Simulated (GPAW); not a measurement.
## Geometry relaxation, with input and output: BF$_{3}$ (part 5 of 5)

Continued. System: BF$_{3}$. Method: PBE/real-space grid, dispersion D3(0), scalar-relativistic datasets (GPAW 26.7.0). The geometry comes from this level: GFN2-xTB.

Geometry of the input (Å):
```
F  0.5395  0.2090  1.1643
B  -0.0005  0.0000  0.0003
F  -0.2628  -1.2132  -0.3865
F  -0.2762  1.0042  -0.7782
```

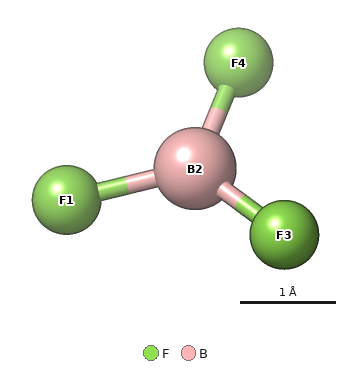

Figure 1. The geometry at step 17 of the log (ball-and-stick view, seen at a tilt; atoms are numbered from 1 in the order of the input).

### Trajectory as extended XYZ, continued
```
4
Properties=species:S:1:pos:R:3:forces:R:3 step=14 energy=-35.77825
F     4.6824    5.3791    6.0711   -0.0409   0.0084   0.0034
B     4.4097    5.1666    4.7181    0.1299   0.0509   0.1040
F     4.1327    3.9850    4.1443    0.0246   0.2057   0.1226
F     4.4079    6.2309    3.8681    0.0581  -0.0584   0.0692
4
Properties=species:S:1:pos:R:3:forces:R:3 step=15 energy=-35.77844
F     4.6824    5.3792    6.0711   -0.0406   0.0052   0.0265
B     4.4113    5.1671    4.7179    0.0914   0.0178   0.1079
F     4.1327    3.9853    4.1443    0.0324   0.1327   0.1021
F     4.4080    6.2311    3.8680    0.0028  -0.0845   0.0783
4
Properties=species:S:1:pos:R:3:forces:R:3 step=16 energy=-35.77850
F     4.6825    5.3791    6.0710   -0.0361   0.0157   0.0558
B     4.4128    5.1674    4.7183    0.0527  -0.0073   0.0814
F     4.1328    3.9856    4.1445    0.0204   0.0583   0.0559
F     4.4082    6.2311    3.8680   -0.0403  -0.0862   0.0678
4
Properties=species:S:1:pos:R:3:forces:R:3 step=17 energy=-35.77854
F     4.6824    5.3792    6.0712   -0.0154   0.0142   0.0327
B     4.4138    5.1674    4.7191    0.0232  -0.0082   0.0350
F     4.1328    3.9858    4.1446    0.0134   0.0179   0.0210
F     4.4082    6.2310    3.8682   -0.0305  -0.0629   0.0209
4
Properties=species:S:1:pos:R:3:forces:R:3 step=18 energy=-35.77877
F     4.6824    5.3792    6.0712   -0.0107   0.0098   0.0241
B     4.4140    5.1674    4.7193    0.0203  -0.0080   0.0278
F     4.1328    3.9858    4.1446    0.0131   0.0132   0.0158
F     4.4081    6.2309    3.8682   -0.0234  -0.0548   0.0125
4
Properties=species:S:1:pos:R:3:forces:R:3 step=19 energy=-35.77922
F     4.6824    5.3792    6.0712   -0.0078   0.0059   0.0167
B     4.4141    5.1673    4.7194    0.0163  -0.0068   0.0191
F     4.1328    3.9858    4.1446    0.0124   0.0132   0.0108
F     4.4081    6.2309    3.8682   -0.0158  -0.0462   0.0070
4
Properties=species:S:1:pos:R:3:forces:R:3 step=20 energy=-35.77884
F     4.6824    5.3792    6.0713   -0.0043   0.0032   0.0049
B     4.4143    5.1673    4.7197    0.0102  -0.0042   0.0080
F     4.1328    3.9859    4.1446    0.0052   0.0052   0.0073
F     4.4081    6.2308    3.8683   -0.0060  -0.0287  -0.0003
```

### Key numbers

| quantity | value |
| --- | --- |
| outcome | converged |
| energy relative to the program's reference atoms | −35.7788 eV |
| dispersion energy | −0.000388 hartree |
| largest force | 0.029 eV/Å |
| HOMO | −10.19 eV |
| LUMO | −1.33 eV |
| dipole moment | 0.25 D |
| hardware | 1 thread of Arm Neoverse V2, 24 GiB of memory available, shared host |
| wall time | 2.5 min |
| peak memory | 0.22 GiB |

### Notes

Settings chosen away from the usual ones: h set to 0.28 (from 0.18). On so coarse a grid the energy depends on the position of the molecule, which gives spurious forces.
